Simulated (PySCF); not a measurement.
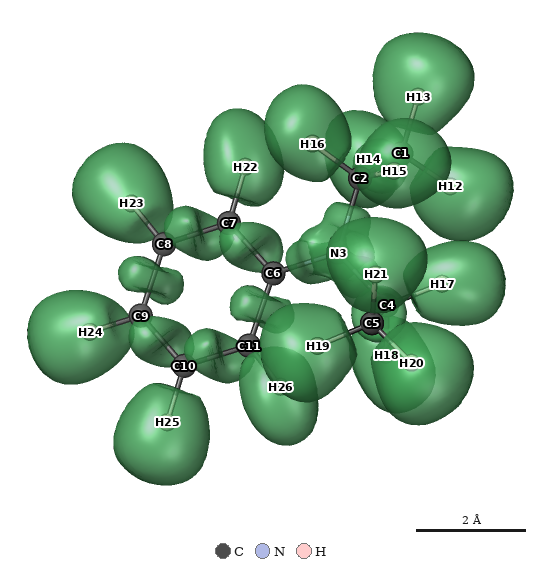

Figure 1: C10H15N (SMILES CCN(CC)c1ccccc1). Isosurface of the electron localisation function at 0.75 (green), seen at a tilt. Only the valence region is drawn (cores and ρ < 0.01 e/Å³ removed).

Geometry: PBE0-D3(BJ)/def2-SVP.

Method: CAM-B3LYP/def2-SVPD, SCF density, gas phase (PySCF 2.14.0).

```yaml
atoms:
  - { symbol: C, position_ang: [-1.3021, -2.4373, 0.7794] }
  - { symbol: C, position_ang: [-1.1898, -0.9456, 1.0674] }
  - { symbol: N, position_ang: [-0.4309, -0.2120, 0.0814] }
  - { symbol: C, position_ang: [-1.1725, 0.3532, -1.0220] }
  - { symbol: C, position_ang: [-1.6068, 1.7962, -0.7998] }
  - { symbol: C, position_ang: [0.9402, -0.0906, 0.1681] }
  - { symbol: C, position_ang: [1.6794, -0.7592, 1.1703] }
  - { symbol: C, position_ang: [3.0611, -0.6268, 1.2540] }
  - { symbol: C, position_ang: [3.7691, 0.1633, 0.3507] }
  - { symbol: C, position_ang: [3.0531, 0.8258, -0.6445] }
  - { symbol: C, position_ang: [1.6707, 0.7102, -0.7391] }
  - { symbol: H, position_ang: [-1.7799, -2.6131, -0.1970] }
  - { symbol: H, position_ang: [-1.9068, -2.9431, 1.5481] }
  - { symbol: H, position_ang: [-0.3102, -2.9120, 0.7539] }
  - { symbol: H, position_ang: [-2.1969, -0.4995, 1.1171] }
  - { symbol: H, position_ang: [-0.7512, -0.7789, 2.0642] }
  - { symbol: H, position_ang: [-2.0600, -0.2791, -1.1909] }
  - { symbol: H, position_ang: [-0.5778, 0.2686, -1.9457] }
  - { symbol: H, position_ang: [-0.7371, 2.4530, -0.6495] }
  - { symbol: H, position_ang: [-2.1790, 2.1734, -1.6616] }
  - { symbol: H, position_ang: [-2.2445, 1.8801, 0.0938] }
  - { symbol: H, position_ang: [1.1739, -1.4041, 1.8887] }
  - { symbol: H, position_ang: [3.5930, -1.1644, 2.0436] }
  - { symbol: H, position_ang: [4.8541, 0.2606, 0.4204] }
  - { symbol: H, position_ang: [3.5776, 1.4582, -1.3659] }
  - { symbol: H, position_ang: [1.1542, 1.2648, -1.5222] }
```

Q: What do the ELF domains correspond to?

A: At this value the surface marks out eight regions between bonded C–C atoms (shared pairs), 15 regions around hydrogen nuclei and one region on N in which the atom's valence shell and bonds are merged. Along the contacts the grid gives the following. C–N (1.38 Å): the ELF peaks at about 0.90 between the atoms; localised, covalent bonding. C–C (1.39 Å): the ELF peaks at about 0.95 between the atoms: localised, covalent bonding.
